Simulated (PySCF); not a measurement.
# NMR shielding calculation, with input and output: C6H12N (charge +1)

- system: C6H12N, charge +1, SMILES CCC#CC[NH2+]C
- method: GIAO PBE0/pcSseg-1 NMR shielding, non-relativistic, gas phase (PySCF 2.14.0)

The geometry comes from this level: GFN2-xTB. Figures and captions count atoms from 1; the log counts them from 0 in places.

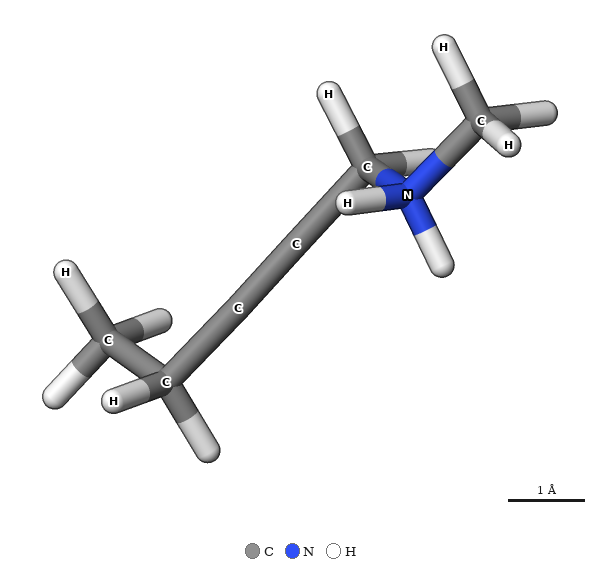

*The structure (stick view, seen at an oblique angle).*

Bond lengths as drawn: C–C 1.20 to 1.53 Å, C–H 1.09 Å, C–N 1.47 to 1.50 Å and H–N 1.03 Å.

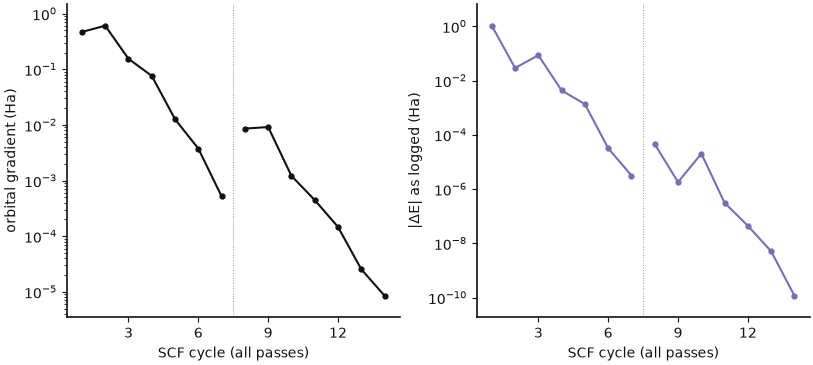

*Convergence of the self-consistent field: orbital gradient and size of the energy change against the SCF cycle. The dotted line marks the change from a coarse to the final integration grid.*

The first 7 cycles use a coarse grid, the final grid takes over at cycle 8, and the field converges after 14 cycles in all.

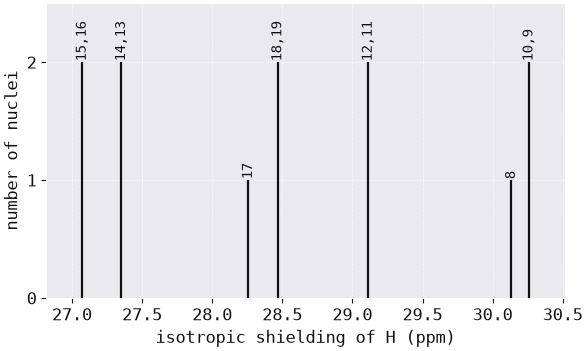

*Isotropic shieldings of the hydrogen nuclei in this fixed geometry, labelled by atom number; shielding grows to the right, so chemical shift grows to the left.*

The least shielded is H15 (27.1 ppm), the most shielded H9 (30.3 ppm).

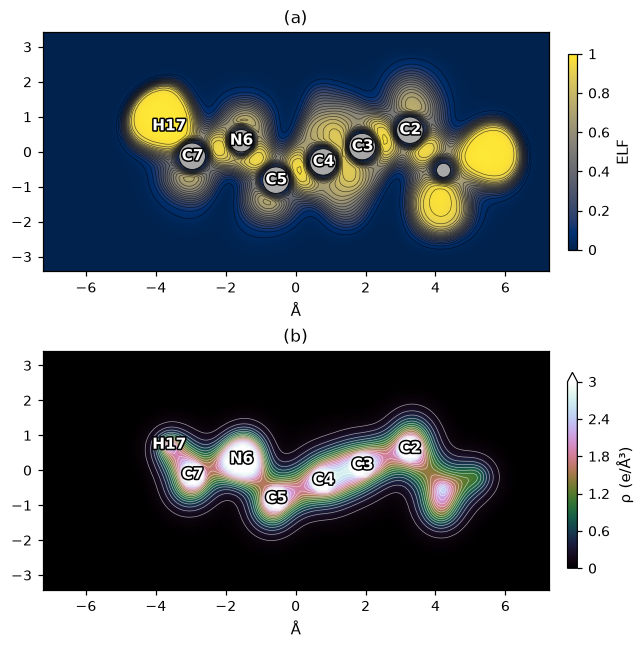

*(a) electron localisation function; (b) electron density on the plane of atoms N6, C7 and H17. Grey discs, where drawn, cover atomic cores.*

The section cuts through C, N and H sites. C–H (1.09 Å): ρ is about 2.1 e/Å³ halfway; the ELF climbs to about 1 towards the hydrogen, as it does in any bond to H (a covalent bond by its length).

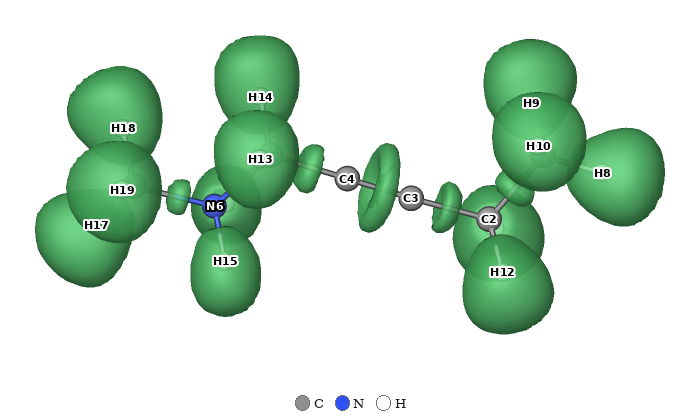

*Isosurface of the ELF at 0.85 (green), seen at a tilt. Core shells and regions of very low density are left out.*

Values along the shortest contacts: C–C (1.20 Å): the ELF peaks at about 0.85 between the atoms; a double or triple bond. C–N (1.47 Å): the ELF peaks at about 0.95 between the atoms, which marks a shared electron pair.

The input and output of the run follow.

### Input file
```
{"job": {"kind": "nmr", "xc": "PBE0", "basis": "pcSseg-1"}, "charge": 1, "multiplicity": 1}
C     -3.636147     0.492127    -0.313489
C     -2.687014    -0.707533    -0.260857
C     -1.314091    -0.271033    -0.298852
C     -0.186484     0.141055    -0.332912
C      1.175838     0.629985    -0.377993
N      2.130867    -0.468309    -0.011914
C      3.546108    -0.054517    -0.030068
H     -4.664384     0.143712    -0.286370
H     -3.469363     1.149761     0.535748
H     -3.484891     1.060830    -1.227430
H     -2.853070    -1.274231     0.659061
H     -2.871121    -1.368842    -1.111222
H      1.422236     0.981403    -1.383839
H      1.308090     1.454587     0.328083
H      1.982936    -1.247354    -0.666608
H      1.876665    -0.810838     0.923554
H      4.190697    -0.890126     0.234366
H      3.706697     0.752187     0.683122
H      3.816628     0.296387    -1.024349
```

The first line tells a small driver script what to run in PySCF; the rest is the geometry in Å.

Run as:
```bash
OMP_NUM_THREADS=1 python <driver script> task.json out
```

### Log
```
coarse grid: 15024 points
cycle   1  E = -289.8148669016  dE =  1.047e+00  |g| = 4.696e-01  |ddm| = 4.091e+00
cycle   2  E = -289.7858741361  dE =  2.899e-02  |g| = 6.077e-01  |ddm| = 1.108e+00
cycle   3  E = -289.8712080191  dE = -8.533e-02  |g| = 1.546e-01  |ddm| = 6.259e-01
cycle   4  E = -289.8755117868  dE = -4.304e-03  |g| = 7.627e-02  |ddm| = 1.569e-01
cycle   5  E = -289.8768601647  dE = -1.348e-03  |g| = 1.267e-02  |ddm| = 5.750e-02
cycle   6  E = -289.8768919050  dE = -3.174e-05  |g| = 3.758e-03  |ddm| = 1.222e-02
cycle   7  E = -289.8768950564  dE = -3.151e-06  |g| = 5.207e-04  |ddm| = 4.020e-03
final grid: 142704 points
cycle   8  E = -289.9163530125  dE = -4.485e-05  |g| = 8.605e-03  |ddm| = 6.451e-02
cycle   9  E = -289.9163512153  dE =  1.797e-06  |g| = 9.167e-03  |ddm| = 1.813e-02
cycle  10  E = -289.9163713634  dE = -2.015e-05  |g| = 1.215e-03  |ddm| = 8.134e-03
cycle  11  E = -289.9163716734  dE = -3.100e-07  |g| = 4.463e-04  |ddm| = 1.182e-03
cycle  12  E = -289.9163717173  dE = -4.388e-08  |g| = 1.466e-04  |ddm| = 4.249e-04
cycle  13  E = -289.9163717223  dE = -5.031e-09  |g| = 2.544e-05  |ddm| = 1.665e-04
cycle  14  E = -289.9163717224  dE = -1.165e-10  |g| = 8.517e-06  |ddm| = 2.211e-05
converged SCF energy = -289.9163717224

GIAO shielding tensors (ppm)
atom      isotropic    diamagn.    paramagn.     s11        s22        s33       span
  0 C      172.124     246.684     -74.560    161.141    167.671    187.560     26.420
  1 C      172.010     254.550     -82.541    159.944    171.533    184.551     24.607
  2 C       71.785     267.332    -195.547    -28.631     -6.252    250.239    278.871
  3 C      119.199     260.454    -141.255     41.672     44.266    271.660    229.988
  4 C      139.816     260.160    -120.344    111.456    132.348    175.643     64.187
  5 N      191.372     324.318    -132.946    172.146    187.787    214.183     42.037
  6 C      151.169     239.678     -88.510    128.684    134.547    190.276     61.592
  7 H       30.134      25.626       4.508     25.507     27.013     37.883     12.375
  8 H       30.270      29.773       0.498     26.117     28.696     35.998      9.881
  9 H       30.247      29.232       1.016     26.095     28.640     36.007      9.912
 10 H       29.129      31.469      -2.340     23.873     28.151     35.364     11.490
 11 H       29.095      30.293      -1.198     23.774     28.084     35.426     11.653
 12 H       27.357      32.404      -5.048     21.886     28.202     31.981     10.095
 13 H       27.348      33.436      -6.088     21.863     28.261     31.920     10.057
 14 H       27.070      33.303      -6.233     20.544     25.608     35.059     14.515
 15 H       27.075      34.376      -7.300     20.556     25.633     35.037     14.481
 16 H       28.258      22.968       5.290     23.642     25.405     35.726     12.083
 17 H       28.462      25.149       3.312     24.122     26.463     34.800     10.678
 18 H       28.473      24.593       3.880     24.131     26.480     34.807     10.676
```

### Key numbers

| quantity | value |
| --- | --- |
| outcome | converged |
| total energy | −289.916372 hartree |
| HOMO | −11.58 eV |
| LUMO | −4.43 eV |
| isotropic shielding, C | 71.8 to 172.1 ppm |
| isotropic shielding, N | 191.4 ppm |
| isotropic shielding, H | 27.1 to 30.3 ppm |
| hardware | 1 CPU thread, shared host |
| wall time | 37 s |
| peak memory | 0.74 GiB |
